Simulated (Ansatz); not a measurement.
The calculation's input:

```
crystal:
  periodic: [false, false, false]
  atoms:
    - { symbol: Si, position_ang: [0.0, 0.0, 0.0] }
    - { symbol: F, position_ang: [0.0, 0.0, 1.94] }
    - { symbol: H, position_ang: [1.3768, 0.0, -0.4862] }
    - { symbol: F, position_ang: [-0.7489, 1.2974, -0.5295] }
    - { symbol: H, position_ang: [-0.6877, -1.1914, -0.4862] }
    - { symbol: "N", position_ang: [-2.0118, 0.0064, 0.6685] }
    - { symbol: H, position_ang: [-2.7337, -0.5991, 0.1827] }
    - { symbol: H, position_ang: [-2.2959, 0.6151, 1.4885] }
    - { symbol: H, position_ang: [-1.1911, 0.0038, 1.7191] }
basis:
  gaussian: { orbitals: def2-SVP }
hamiltonian:
  xc: b3lyp
relax:
  f_tol: 0.15
  max_steps: 25
  restrain:
    - { distance: [0, 5], at: 1.82, k: 30.0 }
    - { distance: [8, 1], at: 0.92, k: 30.0 }
    - { distance: [0, 1], at: 2.79, k: 30.0 }
    - { distance: [8, 5], at: 2.26, k: 30.0 }
output:
  orbitals: {}
```

Run with:

```sh
ansatz run input.yaml --threads 2 --pin off --max-ram 3072MiB --backend cpu --events-out ev --progress --plain --runs-dir out
```

The fields are those of the run's last geometry, not of the input's.

Not at a stationary point (largest force 1.1 eV/Å).

These are results of RKS B3LYP/def2-SVP in Ansatz 0.2.0, not measurements.

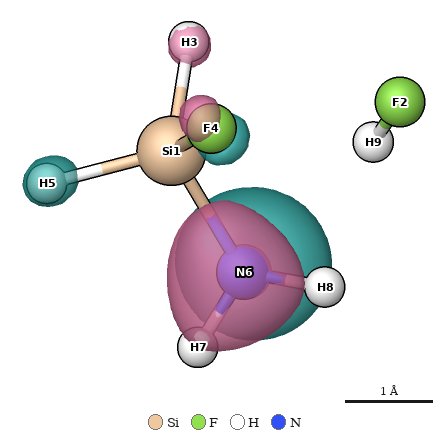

FH4NSi···HF. The HOMO at ±0.2 Å⁻³ᐟ² (teal and pink are the two phases), seen at a tilt.

Question: Where does this orbital lie, and at what energy?

Answer: Its weight (Hirshfeld) is mainly on N6 (about 65 %); largely a lone pair of N6. Its energy is −7.69 eV.
